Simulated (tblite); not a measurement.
Geometry relaxation of C6H11FOSi (part 1 of 2)

The run: geometry relaxation of C6H11FOSi. Method and program: GFN2-xTB geometry optimisation, gas phase (tblite 0.8.0).

It belongs to a series of runs on one base structure; here: H on Si replaced by iPr.

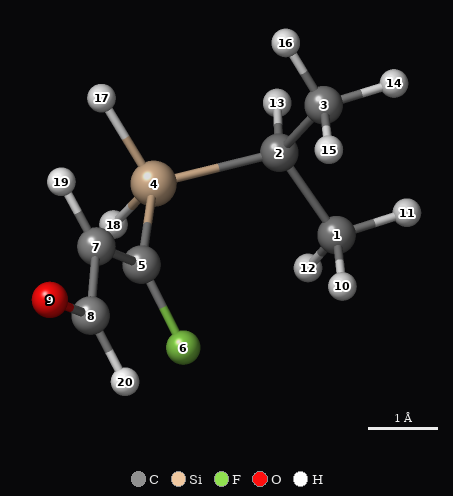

The input geometry (ball-and-stick view, seen at a tilt; atoms are numbered from 1 in the order of the input). Bond lengths as drawn: C–C 1.34 to 1.53 Å, C–F 1.36 Å, C–H 1.08 to 1.11 Å, C–O 1.22 Å, C–Si 1.83 to 1.91 Å and H–Si 1.49 to 1.50 Å.

### The input
```
{"job": {"kind": "relax", "xc": "GFN2-xTB", "basis": "xTB"}, "charge": 0, "multiplicity": 1}
C     -2.027700    -1.298200    -0.228300
C     -1.570700    -0.112000     0.624300
C     -1.774700     1.196400    -0.119400
Si     0.218900    -0.315100     1.274500
C      1.440200    -0.350800    -0.089900
F      1.314700    -1.353700    -1.000700
C      2.418000     0.556400    -0.258700
C      3.352400     0.454600    -1.390200
O      4.242800     1.271400    -1.554000
H     -1.459200    -1.378400    -1.148500
H     -3.092500    -1.176600    -0.505900
H     -1.947200    -2.248200     0.313200
H     -2.205200    -0.088900     1.539400
H     -2.832600     1.313200    -0.406300
H     -1.189700     1.251000    -1.038700
H     -1.514300     2.065300     0.506200
H      0.527600     0.813700     2.198000
H      0.308800    -1.584700     2.069300
H      2.583800     1.390500     0.423200
H      3.201300    -0.395200    -2.078200
```

The first line tells a small driver script what to run in tblite; the rest is the geometry in Å.

Hardware: 1 CPU thread, shared host.

Run as:
```bash
OMP_NUM_THREADS=1 python <driver script> task.json out
```

### What the program printed
```
step      E/eV     max force
  0    -786.90243    2.208
  1    -786.99454    1.334
  2    -787.02051    0.915
  3    -787.03358    0.353
  4    -787.04418    0.285
  5    -787.04891    0.224
  6    -787.05332    0.169
  7    -787.05646    0.175
  8    -787.05936    0.152
  9    -787.06071    0.097
 10    -787.06144    0.067
 11    -787.06213    0.078
 12    -787.06302    0.081
 13    -787.06392    0.068
 14    -787.06463    0.057
 15    -787.06510    0.037
 16    -787.06541    0.046
 17    -787.06561    0.036
 18    -787.06573    0.022
 19    -787.06584    0.025
 20    -787.06598    0.033
 21    -787.06614    0.035
 22    -787.06634    0.033
 23    -787.06658    0.037
 24    -787.06685    0.039
 25    -787.06712    0.036
 26    -787.06733    0.033
 27    -787.06747    0.035
 28    -787.06760    0.035
 29    -787.06776    0.040
 30    -787.06795    0.043
 31    -787.06812    0.030
 32    -787.06823    0.022
 33    -787.06830    0.021
 34    -787.06837    0.023
 35    -787.06848    0.034
 36    -787.06861    0.040
 37    -787.06873    0.029
 38    -787.06883    0.023
 39    -787.06893    0.026
 40    -787.06903    0.030
 41    -787.06913    0.033
 42    -787.06922    0.027
 43    -787.06932    0.030
 44    -787.06944    0.031
 45    -787.06962    0.044
 46    -787.06983    0.046
 47    -787.07007    0.040
 48    -787.07033    0.045
 49    -787.07062    0.059
 50    -787.07092    0.060
 51    -787.07117    0.042
 52    -787.07134    0.027
 53    -787.07146    0.030
 54    -787.07159    0.032
 55    -787.07172    0.035
 56    -787.07184    0.026
 57    -787.07194    0.023
 58    -787.07203    0.024
 59    -787.07216    0.036
 60    -787.07233    0.048
 61    -787.07253    0.042
 62    -787.07271    0.029
 63    -787.07284    0.030
 64    -787.07296    0.031
 65    -787.07312    0.042
 66    -787.07335    0.042
 67    -787.07360    0.036
 68    -787.07380    0.029
 69    -787.07395    0.032
 70    -787.07408    0.035
 71    -787.07423    0.033
 72    -787.07443    0.030
 73    -787.07461    0.022
 74    -787.07479    0.044
 75    -787.07495    0.026
 76    -787.07513    0.025
 77    -787.07521    0.036
 78    -787.07540    0.053
 79    -787.07553    0.043
 80    -787.07563    0.022
 81    -787.07571    0.016
 82    -787.07578    0.017
 83    -787.07585    0.018
 84    -787.07591    0.024
 85    -787.07598    0.024
 86    -787.07607    0.021
 87    -787.07618    0.021
 88    -787.07630    0.022
 89    -787.07641    0.050
 90    -787.07653    0.029
 91    -787.07668    0.031
 92    -787.07686    0.029
 93    -787.07701    0.025
 94    -787.07715    0.028
 95    -787.07731    0.036
 96    -787.07753    0.069
 97    -787.07764    0.060
 98    -787.07790    0.027
 99    -787.07802    0.023
100    -787.07812    0.018
101    -787.07818    0.020
102    -787.07826    0.020
103    -787.07831    0.017
104    -787.07835    0.016
105    -787.07838    0.013
106    -787.07842    0.014
107    -787.07846    0.014
108    -787.07850    0.022
109    -787.07857    0.027
110    -787.07867    0.026
111    -787.07880    0.029
112    -787.07892    0.024
113    -787.07901    0.020
114    -787.07906    0.024
115    -787.07912    0.022
116    -787.07919    0.015
117    -787.07925    0.017
118    -787.07929    0.017
119    -787.07934    0.016
120    -787.07940    0.022
121    -787.07945    0.014
122    -787.07950    0.014
123    -787.07954    0.015
124    -787.07959    0.018
125    -787.07964    0.027
126    -787.07969    0.018
127    -787.07975    0.017
128    -787.07980    0.015
129    -787.07984    0.012
130    -787.07986    0.010
131    -787.07987    0.007
```

### Trajectory as extended XYZ (Å, eV, eV/Å), 11 of the 132 frames kept, from step=0 to step=131
```
20
Properties=species:S:1:pos:R:3:forces:R:3 step=0 energy=-786.90243
C    -2.0277   -1.2982   -0.2283   -0.6250  -0.1240   0.0770
C    -1.5707   -0.1120    0.6243   -0.1460  -0.2720   0.4310
C    -1.7747    1.1964   -0.1194   -0.3980   0.6160  -0.0740
Si    0.2189   -0.3151    1.2745   -1.1270  -0.2240   1.8860
C     1.4402   -0.3508   -0.0899    1.0300   0.2640  -0.9630
F     1.3147   -1.3537   -1.0007    0.0600   0.3320   0.3270
C     2.4180    0.5564   -0.2587    0.1490  -0.4650  -0.5650
C     3.3524    0.4546   -1.3902    0.6300   1.0880   0.3310
O     4.2428    1.2714   -1.5540   -0.5600  -0.7620  -0.1280
H    -1.4592   -1.3784   -1.1485    0.0990   0.0350  -0.0260
H    -3.0925   -1.1766   -0.5059    0.4770  -0.0150   0.1070
H    -1.9472   -2.2482    0.3132    0.0720   0.2830  -0.0850
H    -2.2052   -0.0889    1.5394    0.1970   0.0020  -0.4630
H    -2.8326    1.3132   -0.4063    0.3230  -0.0690   0.1040
H    -1.1897    1.2510   -1.0387    0.0380  -0.0920   0.1250
H    -1.5143    2.0653    0.5062   -0.0290  -0.3660  -0.2120
H     0.5276    0.8137    2.1980    0.0120  -0.2740  -0.3710
H     0.3088   -1.5847    2.0693    0.0140   0.3820  -0.3820
H     2.5838    1.3905    0.4232   -0.2410  -0.4420  -0.2030
H     3.2013   -0.3952   -2.0782    0.0240   0.1030   0.0850
20
Properties=species:S:1:pos:R:3:forces:R:3 step=13 energy=-787.06392
C    -2.0351   -1.2942   -0.2208   -0.0230  -0.0200  -0.0090
C    -1.5980   -0.1159    0.6489   -0.0350   0.0020   0.0110
C    -1.7800    1.1968   -0.1124   -0.0190   0.0360  -0.0170
Si    0.1768   -0.3194    1.3359   -0.0380   0.0250  -0.0340
C     1.4435   -0.3299   -0.0876   -0.0040   0.0000  -0.0310
F     1.2897   -1.3515   -0.9578    0.0160   0.0430   0.0250
C     2.4353    0.5454   -0.2900   -0.0120  -0.0200  -0.0230
C     3.3822    0.4805   -1.4017   -0.0390  -0.0190   0.0330
O     4.2731    1.2703   -1.5880    0.0280   0.0460   0.0130
H    -1.4408   -1.3556   -1.1285    0.0490   0.0080  -0.0070
H    -3.0782   -1.1791   -0.5130   -0.0020   0.0070  -0.0040
H    -1.9382   -2.2348    0.3160    0.0140  -0.0150   0.0110
H    -2.2711   -0.0852    1.5139    0.0180  -0.0010   0.0250
H    -2.8209    1.3161   -0.4101   -0.0060   0.0020  -0.0020
H    -1.1730    1.2146   -1.0149    0.0440  -0.0150   0.0050
H    -1.5057    2.0504    0.5037    0.0170  -0.0040  -0.0010
H     0.5431    0.8158    2.1794    0.0110   0.0380   0.0410
H     0.3138   -1.5982    2.0298    0.0080  -0.0660   0.0140
H     2.5537    1.3570    0.4131    0.0010  -0.0310  -0.0550
H     3.2247   -0.3725   -2.0867   -0.0260  -0.0160   0.0050
20
Properties=species:S:1:pos:R:3:forces:R:3 step=26 energy=-787.06733
C    -2.0239   -1.2939   -0.2160    0.0050   0.0000  -0.0070
C    -1.6054   -0.1122    0.6593    0.0100  -0.0030  -0.0050
C    -1.7699    1.1984   -0.1112    0.0090  -0.0060  -0.0040
Si    0.1693   -0.3203    1.3429    0.0050  -0.0040   0.0280
C     1.4232   -0.3216   -0.0933   -0.0110   0.0030   0.0070
F     1.2697   -1.3471   -0.9564    0.0050  -0.0140  -0.0090
C     2.4137    0.5519   -0.3044   -0.0010   0.0050   0.0040
C     3.3701    0.4787   -1.4049    0.0150   0.0030  -0.0160
O     4.2685    1.2634   -1.5817   -0.0160   0.0070   0.0130
H    -1.4053   -1.3491   -1.1087    0.0060  -0.0140   0.0010
H    -3.0597   -1.1847   -0.5338   -0.0100   0.0090   0.0060
H    -1.9310   -2.2339    0.3235   -0.0040   0.0020  -0.0010
H    -2.2776   -0.0802    1.5245   -0.0250   0.0020  -0.0210
H    -2.8031    1.3276   -0.4298   -0.0100  -0.0150   0.0100
H    -1.1437    1.1993   -1.0012    0.0180   0.0160   0.0000
H    -1.4955    2.0526    0.5038    0.0090   0.0030  -0.0020
H     0.5338    0.8070    2.2025    0.0120  -0.0130   0.0010
H     0.3133   -1.6168    2.0113    0.0010   0.0150  -0.0080
H     2.5310    1.3683    0.3903    0.0050   0.0200   0.0040
H     3.2176   -0.3767   -2.0877   -0.0230  -0.0160  -0.0030
20
Properties=species:S:1:pos:R:3:forces:R:3 step=39 energy=-787.06893
C    -2.0129   -1.2953   -0.2177   -0.0050   0.0060  -0.0010
C    -1.6003   -0.1113    0.6585   -0.0060   0.0020  -0.0050
C    -1.7509    1.2000   -0.1146    0.0010  -0.0030  -0.0010
Si    0.1672   -0.3264    1.3598    0.0030   0.0010  -0.0260
C     1.4088   -0.3154   -0.0872    0.0220   0.0020   0.0000
F     1.2616   -1.3470   -0.9456    0.0040   0.0000   0.0160
C     2.3911    0.5648   -0.3093    0.0110   0.0000  -0.0040
C     3.3479    0.4802   -1.4097   -0.0130  -0.0010   0.0030
O     4.2521    1.2577   -1.5872   -0.0130  -0.0020  -0.0080
H    -1.3821   -1.3659   -1.1009    0.0090   0.0030   0.0130
H    -3.0429   -1.1777   -0.5519   -0.0030   0.0000   0.0050
H    -1.9378   -2.2314    0.3318   -0.0070   0.0060  -0.0100
H    -2.2900   -0.0738    1.5097    0.0060  -0.0030   0.0020
H    -2.7804    1.3280   -0.4467    0.0060  -0.0040   0.0050
H    -1.1117    1.2060   -0.9956    0.0110  -0.0020   0.0130
H    -1.4864    2.0526    0.5076    0.0030  -0.0030  -0.0120
H     0.5483    0.7865    2.2301   -0.0100  -0.0030   0.0020
H     0.3153   -1.6308    2.0088   -0.0080  -0.0010   0.0070
H     2.5087    1.3903    0.3756   -0.0060  -0.0120  -0.0020
H     3.1894   -0.3802   -2.0865   -0.0020   0.0140   0.0040
20
Properties=species:S:1:pos:R:3:forces:R:3 step=52 energy=-787.07134
C    -2.0050   -1.2902   -0.2227    0.0000  -0.0020  -0.0090
C    -1.5913   -0.1118    0.6602    0.0090   0.0010  -0.0080
C    -1.7050    1.1978   -0.1208   -0.0020   0.0070  -0.0100
Si    0.1645   -0.3464    1.3855    0.0060  -0.0100   0.0130
C     1.4169   -0.3263   -0.0532   -0.0030  -0.0170   0.0190
F     1.2966   -1.3815   -0.8871   -0.0130  -0.0070   0.0030
C     2.3681    0.5790   -0.3073   -0.0190  -0.0050   0.0050
C     3.2950    0.4993   -1.4331   -0.0080   0.0050   0.0040
O     4.1869    1.2828   -1.6429   -0.0150   0.0020  -0.0010
H    -1.3429   -1.3858   -1.0798    0.0130  -0.0030  -0.0010
H    -3.0167   -1.1458   -0.5991   -0.0130   0.0100   0.0120
H    -1.9810   -2.2245    0.3339    0.0090   0.0040   0.0030
H    -2.2951   -0.0631    1.4990    0.0060   0.0070  -0.0060
H    -2.7185    1.3275   -0.4965   -0.0180   0.0060   0.0020
H    -1.0295    1.1988   -0.9740    0.0110  -0.0040  -0.0060
H    -1.4634    2.0528    0.5066    0.0080  -0.0020   0.0090
H     0.5397    0.7513    2.2784   -0.0080  -0.0050  -0.0160
H     0.2854   -1.6592    2.0234    0.0090   0.0030  -0.0030
H     2.4736    1.4186    0.3615    0.0030   0.0020  -0.0040
H     3.1167   -0.3626   -2.1028    0.0250   0.0080  -0.0040
20
Properties=species:S:1:pos:R:3:forces:R:3 step=66 energy=-787.07335
C    -1.9981   -1.2841   -0.2289    0.0030  -0.0020   0.0000
C    -1.5764   -0.1089    0.6557   -0.0280   0.0050  -0.0270
C    -1.6640    1.2022   -0.1293    0.0000  -0.0100   0.0010
Si    0.1647   -0.3679    1.4086   -0.0380   0.0050  -0.0180
C     1.4178   -0.3584   -0.0261    0.0190   0.0010  -0.0110
F     1.3122   -1.4302   -0.8396    0.0060  -0.0110  -0.0180
C     2.3393    0.5691   -0.3070    0.0010   0.0070   0.0000
C     3.2512    0.5178   -1.4462   -0.0060   0.0070  -0.0080
O     4.1018    1.3412   -1.6751   -0.0100  -0.0100  -0.0010
H    -1.3239   -1.3982   -1.0751   -0.0110   0.0110   0.0130
H    -3.0027   -1.1237   -0.6199    0.0220   0.0030   0.0140
H    -1.9984   -2.2150    0.3344    0.0040   0.0100  -0.0070
H    -2.2913   -0.0465    1.4845    0.0070   0.0000  -0.0080
H    -2.6722    1.3393   -0.5196    0.0240   0.0100   0.0110
H    -0.9745    1.1989   -0.9723   -0.0120  -0.0160   0.0180
H    -1.4244    2.0547    0.5034   -0.0010  -0.0160  -0.0080
H     0.5253    0.7350    2.2980    0.0220   0.0080   0.0110
H     0.2763   -1.6807    2.0445   -0.0050  -0.0110   0.0140
H     2.4298    1.4190    0.3508   -0.0070   0.0130   0.0060
H     3.1024   -0.3531   -2.1115    0.0080  -0.0040   0.0150
```
